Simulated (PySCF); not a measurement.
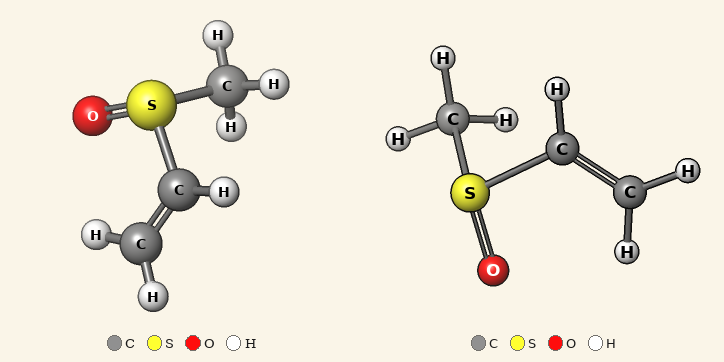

Two views of one molecule.

Computed geometry: PBE0-D3(BJ)/def2-SVP optimisation. No frequency run is at hand to confirm it as a minimum.

Give the formula.

C3H6OS, 11 atoms: 3 carbon, 6 hydrogen, 1 oxygen and 1 sulfur.

Write the SMILES.

C=C[S@@](C)=O

Does it have rings?

It has no ring.

What is the point group of this geometry?

C1.

How many bonds of each kind are drawn?

6 C–H, 2 C–S, 1 C–C, 1 O–S.

More results for the same structure follow; atom numbers are the same in all pictures, views and colours differ.

## Shape

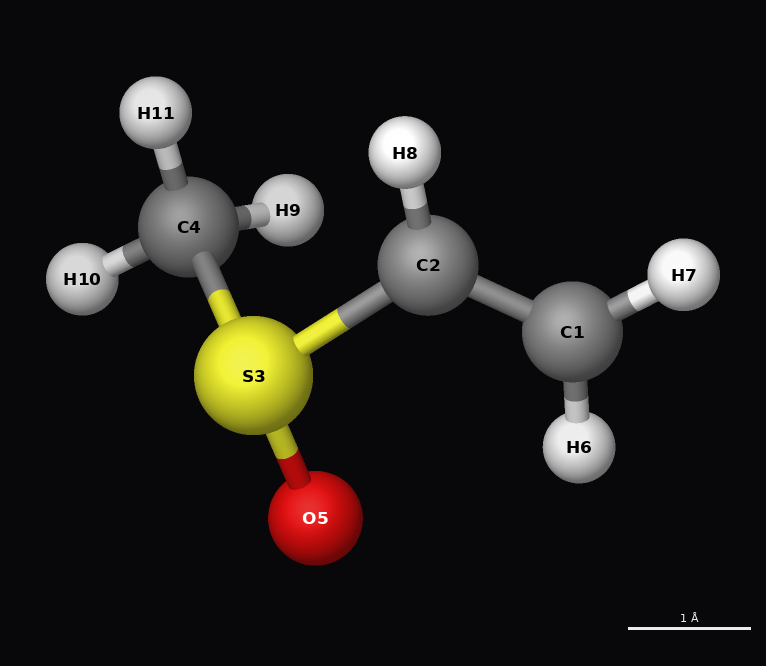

Numbered structure. No frequency run is at hand to confirm it as a minimum.

Describe the coordination of atom 1.

C1 has 3 neighbours (C2 at 1.33, H6 at 1.10, H7 at 1.09 Å); the arrangement is trigonal planar.

How are the neighbours of atom 2 arranged?

C2 has 3 neighbours (C1 at 1.33, S3 at 1.80, H8 at 1.10 Å); the arrangement is trigonal planar.

How are the neighbours of atom 4 arranged?

C4 has 4 neighbours (S3 at 1.82, H9 at 1.10, H10 at 1.10, H11 at 1.10 Å); the arrangement is tetrahedral.

What is the geometry at S3?

S3 has 3 neighbours (C2 at 1.80, C4 at 1.82, O5 at 1.50 Å); the arrangement is trigonal pyramidal.

What is the dihedral angle C1–C2–S3–O5?

8° in size, that is syn (eclipsed).

## Levels of theory compared

No frequency run is at hand to confirm it as a minimum. Program: PySCF 2.14.0.

Tabulate HOMO–LUMO gap (eV) at these levels: B3LYP/pcSseg-2; B97-D/pcSseg-2; BLYP/pcSseg-2; BP86/pcSseg-2; KT2/pcSseg-2; KT3/pcSseg-2; LDA/pcSseg-2; OPBE/pcSseg-2; PBE/pcSseg-2; PBE0/pcSseg-2; mPW1PW91/pcSseg-2.

```csv
level,HOMO–LUMO gap (eV)
B3LYP/pcSseg-2,5.69
B97-D/pcSseg-2,3.96
BLYP/pcSseg-2,3.89
BP86/pcSseg-2,3.90
KT2/pcSseg-2,4.01
KT3/pcSseg-2,4.02
LDA/pcSseg-2,3.82
OPBE/pcSseg-2,3.93
PBE/pcSseg-2,3.87
PBE0/pcSseg-2,6.13
mPW1PW91/pcSseg-2,6.15
```

## Dipole moment

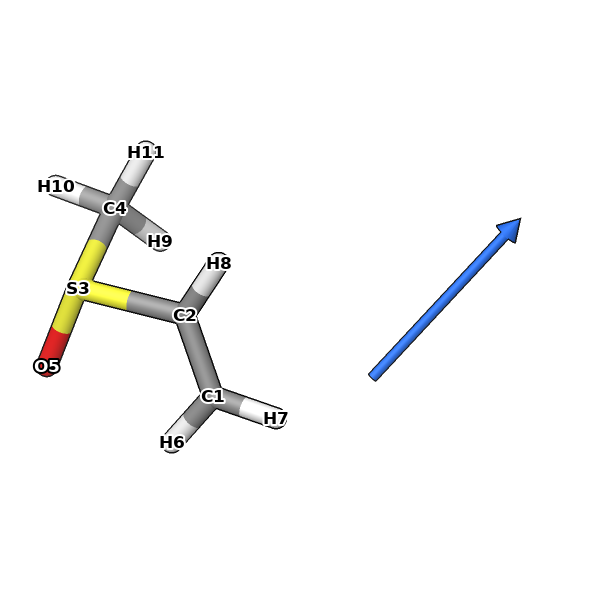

The arrow beside the molecule shows the direction of the dipole moment, from the negative to the positive end (its length means nothing). No frequency run is at hand to confirm it as a minimum. Properties computed with LDA/pcSseg-2, gas phase (PySCF 2.14.0).

Estimate the dipole moment.

3.70 D; it points from the side of O5 to the side of H8, H11 (the outermost atoms at the two ends).

## NMR shielding

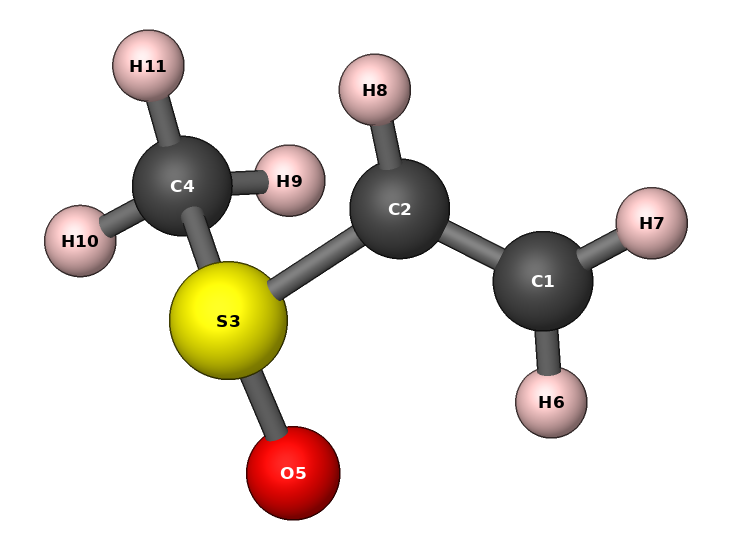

No frequency run is at hand to confirm it as a minimum. Method: GIAO HF/pcSseg-2 NMR shielding, non-relativistic, gas phase (PySCF 2.14.0). Principal shieldings σ11 ≤ σ22 ≤ σ33, span Ω = σ33 − σ11, skew κ = 3(σiso − σ22)/Ω.

Give the shielding tensors of the S atoms.

```json
{"atom": "S3", "σ11": "123.3", "σ22": "159.2", "σ33": "444.0", "σiso": "242.2", "Ω": "320.7", "κ": "0.78"}
```

Shieldings and span in ppm.
